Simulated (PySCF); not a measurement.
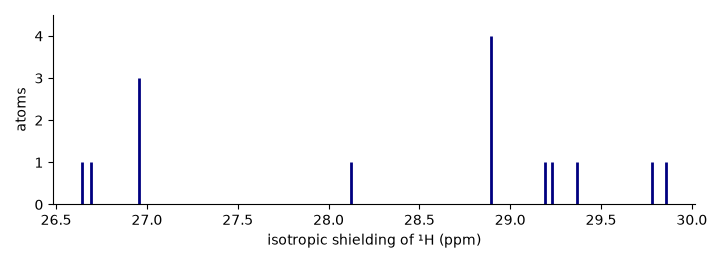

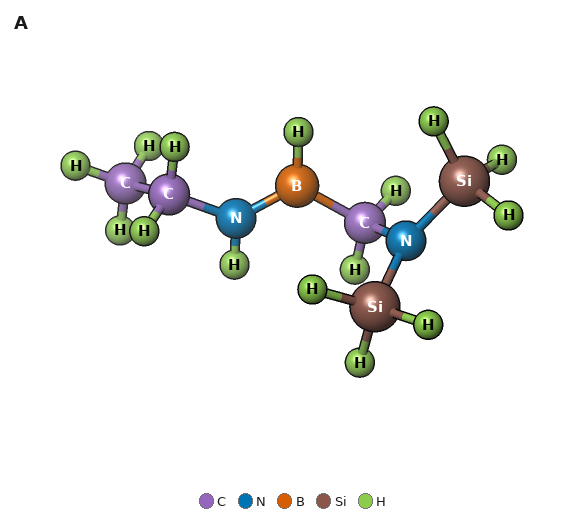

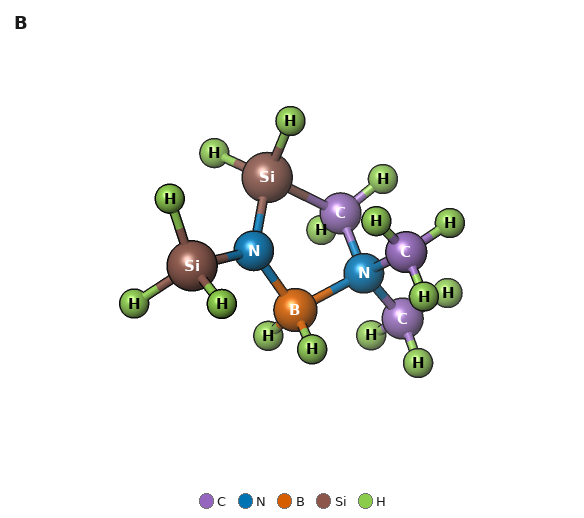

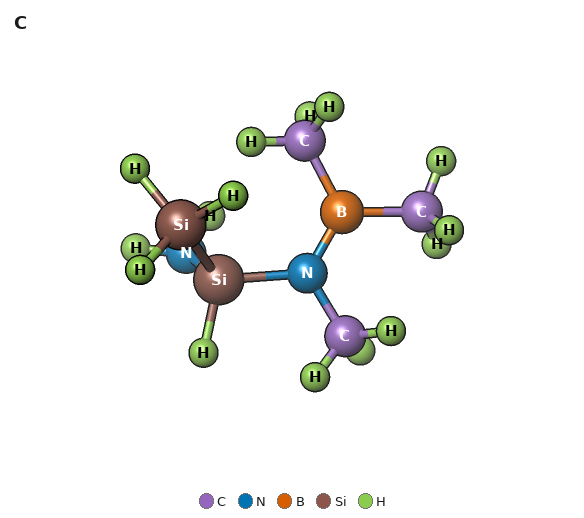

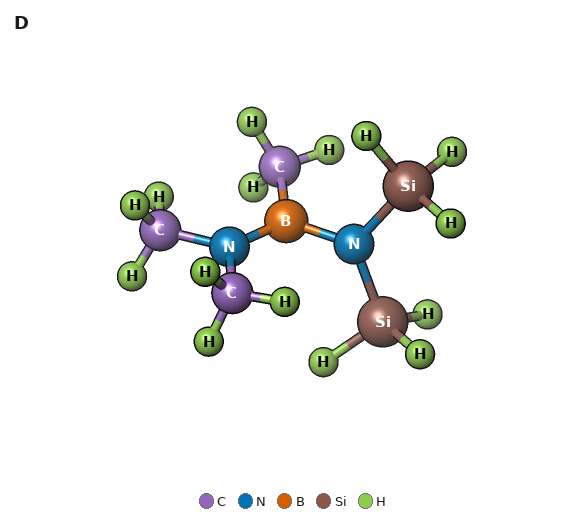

The sticks are computed shieldings of one of the molecules, for one fixed geometry (GFN2-xTB) without averaging over rotations. Low shielding means a high chemical shift. Method: GIAO PBE0/pcSseg-1 NMR shielding, non-relativistic, gas phase (PySCF 2.14.0).

### Which molecule gives this pattern?

B, `C[N+]1(C)[BH2-]N([SiH3])[SiH2]C1`. Its 15 H atoms give lines at 26.64, 26.69, 26.96 (3 atoms), 28.12, 28.89 (4 atoms), 29.19, 29.23, 29.37, 29.78, 29.86 ppm.

The geometry is semi-empirical. Around B, Si such bond lengths and angles can be off by a tenth of an ångström or more and by several degrees, and values that hang on the shape move with them.
